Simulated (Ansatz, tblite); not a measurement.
**[CuF2]-: spin states and exact exchange**

Aim: set other spin states of [CuF2]- against its singlet, on many levels of theory.

Method: as each input shows; program: Ansatz 0.2.0, Gaussian basis.

Plan: triplet, at the geometry of the singlet (GFN1-xTB, GFN2-xTB, PBE0-D4/def2-TZVPD, PBE-D4/def2-TZVPD, r2SCAN-D4/def2-TZVPD); the singlet's energies come from earlier runs.

## (1) The geometry

The geometry is that of the singlet, from an earlier relaxation (PBE0-D4/def2-TZVPD).

3 atoms, charge -1, spin multiplicity 1.

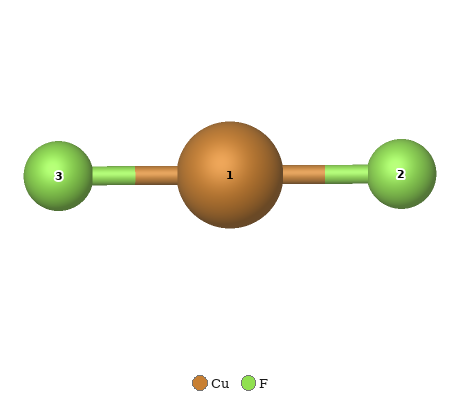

The structure; copper orange, fluorine green; atoms are numbered from 1 in the order of the file.

Formally the metal is d10. No spin-orbit coupling is included. The ion is computed in the gas phase, without counter-ions or solvent.

## (2) Triplet at the fixed geometry, GFN1-xTB

Tight binding, by tblite at 300 K electronic temperature and without a spin-polarisation term:

```python
tblite.interface.Calculator('GFN1-xTB', numbers, positions, charge=-1, uhf=2).singlepoint()
```

Energy -403.8856 eV; 0.002 s.

## (3) Triplet at the fixed geometry, GFN2-xTB

Tight binding, by tblite at 300 K electronic temperature and without a spin-polarisation term:

```python
tblite.interface.Calculator('GFN2-xTB', numbers, positions, charge=-1, uhf=2).singlepoint()
```

Energy -365.3901 eV; 0.002 s.

## (4) Triplet at the fixed geometry, PBE0-D4/def2-TZVPD

in.yaml reads:

```yaml
crystal:
  periodic: [false, false, false]
  atoms:
    - {symbol: Cu, position_ang: [0.000016, 0.000010, -0.000001]}
    - {symbol: F, position_ang: [-0.017498, -0.021634, 1.804930]}
    - {symbol: F, position_ang: [0.017482, 0.021624, -1.804930]}
basis:
  gaussian: {orbitals: def2-TZVPD}
total_charge: -1
magnetization: {spin_polarized: true, initial_magnetization: 2}
hamiltonian: {xc: pbe0, dispersion: d4}
scf: {omitted_lower_state_checks: [starts]}
output: {orbitals: {seedname: orbitals}}
```

Command:

```bash
$ ansatz run in.yaml --threads 4 --pin off --events-out ev --progress --plain --max-ram 3916MiB
```

What it wrote:

```text
Functional definition: PBE0
  name "PBE0"
  cite "Adamo & Barone, J. Chem. Phys. 110, 6158 (1999) doi:10.1063/1.478522"
  cite "Perdew, Burke & Ernzerhof, Phys. Rev. Lett. 77, 3865 (1996) doi:10.1103/PhysRevLett.77.3865"
  parent pbe
  parameter a = 0.25
  parameter kappa = 0.804
  parameter beta = 0.06672455060314922
  exchange = (1 - a)*pbe_x(kappa = kappa, mu = beta*pi^2/3) + a*exact_x
  correlation = pbe_c(beta = beta)
these checks for a lower state are left out or cut short: starts
942 factors; their error is unknown
mean field evaluation 1: about -50038.5743 eV, gradient 1.2e2 eV
mean field evaluation 2: about -49955.9531 eV, gradient 2.6e2 eV
mean field evaluation 4: about -50064.0000 eV, gradient 2.0e1 eV
mean field evaluation 8: about -50065.2778 eV, gradient 2.3e-1 eV
mean field evaluation 16: about -50065.4061 eV, gradient 4.6e-5 eV
mean field evaluation 32: about -50065.7775 eV, gradient 1.7e-5 eV
mean field -50065.77746535 eV, -1839.8833860487 hartree, gradient 2.2e-6 eV, S^2 2.002145; 1 other end points of the search recorded, 0 dependent functions left out
reference -50065.77749078 eV, -1839.8833869833 hartree; 25, 23 occupied and 103, 105 virtual orbitals, 942 factors
Total energy: -50065.80603249 eV, -1839.8844358718 hartree
Checks for a lower state left out: starts
```

Run time: 7.5 s. Hardware: 4 threads of Arm Neoverse V1, shared host.

HOMO 1.29 eV, LUMO 0.28 eV (over both spins; with the spin held, an empty level of the minority spin lies below the top filled one); ⟨S²⟩ 2.002 (pure: 2.00); the next solution that the search met lies 0.371 eV higher. Doubts: highest occupied level lies above zero.

## (5) Triplet at the fixed geometry, PBE-D4/def2-TZVPD

start.molden holds the orbitals of an earlier run on this state, given as this run's starting guess.

Edit in.yaml of step 4 so:

```diff
@@ -7,6 +7,6 @@
 basis:
-  gaussian: {orbitals: def2-TZVPD}
+  gaussian: {orbitals: def2-TZVPD, initial_orbitals: start.molden}
 total_charge: -1
 magnetization: {spin_polarized: true, initial_magnetization: 2}
-hamiltonian: {xc: pbe0, dispersion: d4}
+hamiltonian: {xc: pbe, dispersion: d4}
 scf: {omitted_lower_state_checks: [starts]}
```

Launched as before.

What it wrote:

```text
Functional definition: PBE
  name "PBE"
  cite "Perdew, Burke & Ernzerhof, Phys. Rev. Lett. 77, 3865 (1996) doi:10.1103/PhysRevLett.77.3865"
  parent pbe
  parameter kappa = 0.804
  parameter beta = 0.06672455060314922
  exchange = pbe_x(kappa = kappa, mu = beta*pi^2/3)
  correlation = pbe_c(beta = beta)
these checks for a lower state are left out or cut short: starts
863 factors; their error is unknown
mean field evaluation 1: about -50065.6467 eV, gradient 7.6e0 eV
mean field evaluation 2: about -50065.9171 eV, gradient 7.6e-1 eV
mean field evaluation 4: about -50065.8984 eV, gradient 4.6e-2 eV
mean field evaluation 8: about -50065.8984 eV, gradient 8.1e-6 eV
mean field evaluation 16: about -50065.8990 eV, gradient 2.4e-1 eV
mean field evaluation 32: about -50065.9018 eV, gradient 9.4e-6 eV
mean field -50065.90176238 eV, -1839.8879538803 hartree, gradient 7.0e-6 eV, S^2 2.000918; 2 other end points of the search recorded, 0 dependent functions left out
reference -50065.90179560 eV, -1839.8879551013 hartree; 25, 23 occupied and 103, 105 virtual orbitals, 863 factors
Total energy: -50065.93600969 eV, -1839.8892124458 hartree
Checks for a lower state left out: starts
```

Run time: 9.5 s. Hardware: 4 threads of Arm Neoverse V1, shared host.

HOMO 1.98 eV, LUMO -1.75 eV (over both spins; with the spin held, an empty level of the minority spin lies below the top filled one); ⟨S²⟩ 2.001 (pure: 2.00); the next solution that the search met lies 0.003 eV higher. Doubts: highest occupied level lies above zero.

## (6) Triplet at the fixed geometry, r2SCAN-D4/def2-TZVPD

Edit in.yaml of step 5 so:

```diff
@@ -10,3 +10,3 @@
 magnetization: {spin_polarized: true, initial_magnetization: 2}
-hamiltonian: {xc: pbe, dispersion: d4}
+hamiltonian: {xc: r2scan, dispersion: d4}
 scf: {omitted_lower_state_checks: [starts]}
```

Same command.

What it wrote, shortened:

```text
Functional definition: r2SCAN
  name "r2SCAN"
  cite "Furness, Kaplan, Ning, Perdew & Sun, J. Phys. Chem. Lett. 11, 8208 (2020) doi:10.1021/acs.jpclett.0c02405"
  cite "Furness, Kaplan, Ning, Perdew & Sun, J. Phys. Chem. Lett. 11, 9248 (2020) doi:10.1021/acs.jpclett.0c03077"
  parent r2scan
[...]
863 factors; their error is unknown
[...]
mean field -50075.12866690 eV, -1840.2270363674 hartree, gradient 9.2e-7 eV, S^2 2.002844; 0 other end points of the search recorded, 0 dependent functions left out
reference -50075.12868697 eV, -1840.2270371048 hartree; 25, 23 occupied and 103, 105 virtual orbitals, 863 factors
Total energy: -50075.13641936 eV, -1840.2273212650 hartree
Checks for a lower state left out: starts
```

Wall time 7.5 s (4 threads of Arm Neoverse V1, shared host).

HOMO 1.80 eV, LUMO -1.19 eV (over both spins; with the spin held, an empty level of the minority spin lies below the top filled one); ⟨S²⟩ 2.003 (pure: 2.00). Doubts: highest occupied level lies above zero.

## (7) Triplet less singlet, vertical

The singlet's energies are those of its earlier runs, whose logs aren't repeated here.

```tsv
level	triplet less singlet, vertical (eV)	time
GFN1-xTB	+6.457	0.007 s
GFN2-xTB	+6.962	0.004 s
PBE-D4/def2-TZVPD	+3.481	10 s
r2SCAN-D4/def2-TZVPD	+3.254	9.2 s
PBE0-D4/def2-TZVPD	+3.119	8.6 s
```

Times add the two runs; a level without a time comes out of a correlated run. Tight binding without a spin term can't rank spin states.

## (8) What came out

```
                                                 quantity                                   value
triplet less singlet, vertical, functionals in def2-TZVPD  +3.119 (PBE0-D4) to +3.481 eV (PBE-D4)
```

In words: All functionals put the triplet above the singlet, over a spread of 0.363 eV. The checks for a lower triplet were left out, so another state of that spin may lie lower. The singlet here is a closed shell; an open-shell singlet can lie lower. These are electronic energies, without zero-point motion, entropy or surroundings.

The anion's highest level is positive in at least one run, so there the basis alone may hold the extra electron.
